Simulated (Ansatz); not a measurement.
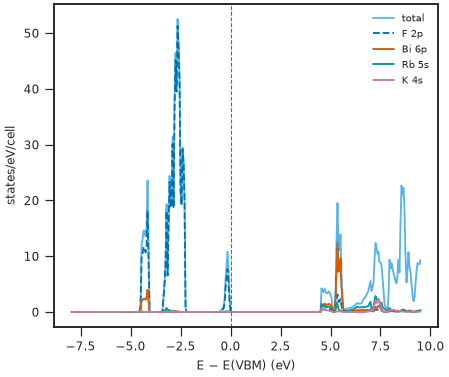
*Total and projected density of states of KRb₂BiF₆ in space group Fm-3m (No. 225; K on 4b, Rb on 8c, Bi on 4a, F on 24e), DFT-LDA in the program Ansatz with PAW potentials*

### Question
Which orbitals carry the states next to the gap?

### Answer
Top 1 eV of the valence band: F 2p 71 %, Bi 6s 24 %. Bottom 1 eV of the conduction band: Bi 6p 55 %, F 2p 15 %, Rb 5s 14 %, F 2s 6 %, outside the projected shells 6 %. Projections are on Löwdin-orthogonalised atomic valence shells; empty p or d shells of many metals are not among them.

### Question
Where is the tallest occupied peak in this window, and what makes it?

### Answer
Near -2.6 eV, about 53 states/eV per cell; the largest projected share is F 2p.

The workflow started from a Materials Project entry (that database holds measured and hypothetical structures alike); the Crystallography Open Database files this formula in space group No. 225, but the cells were not matched. Its standing as an ambient phase is unchecked. Symmetry was held in the LDA relaxation. At this level the phase is dynamically unstable (imaginary phonons). Spin–orbit coupling is left out wherever it is not named.

Potentials: the later of the program's two PAW sets.
